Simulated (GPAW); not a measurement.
# Polarising V2CO2 MXene monolayer with a field along the normal

The dipole of the cell at several fields, atoms fixed. What does the strongest field give, and what length does the slope stand for?

**Method.** GPAW 26.7.0, plane waves (500 eV), PAW setups, PBE, 12×12 mesh, a dipole layer in the vacuum; geometry relaxed without an applied field with GPAW. The cell's area is 7.22 Å², and e/ε0 = 180.95 V Å.

What came out, but for one run:

| field (V/Å) | dipole (e Å) |
| --- | --- |
| −0.2 | −0.0441 |
| −0.1 | −0.0220 |
| −0.05 | −0.0110 |
| 0.05 | 0.0110 |
| 0.1 | 0.0220 |
| 0.2 | 0.0441 |
| 0.3 | ? |

Q: What is the dipole at 0.3 V/Å?

**Working.** A line through the 6 points has the slope α = 0.220 e Å per V/Å and the intercept p₀ = 0.0000 e Å (r.m.s. residual 2.8e−05). At 0.3 V/Å it gives p = 0.0000 + 0.220 × 0.3 = 0.0661 e Å; the run gives 0.0661 e Å, so the response stays linear to 0.0 % of the induced part. Dividing by ε0 and the area: α/(ε0 A) = 0.220 × 180.95 / 7.22 = 5.52 Å, against 4.45 Å between the outer nuclei.

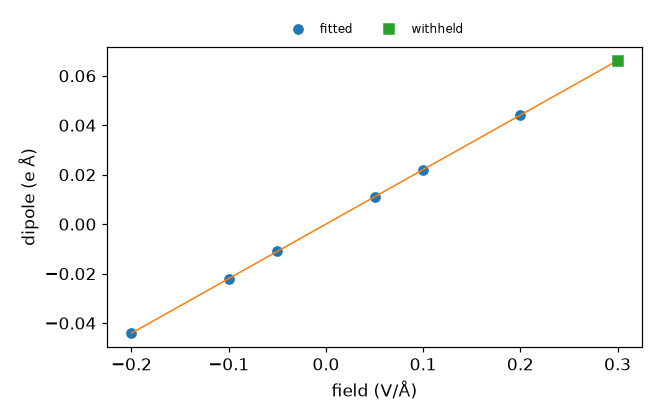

The line and the withheld run.

**Limits.** This is the electronic response alone; ions that move would add to it in polar layers. Spin-polarised runs started from parallel moments; another order may lie lower.
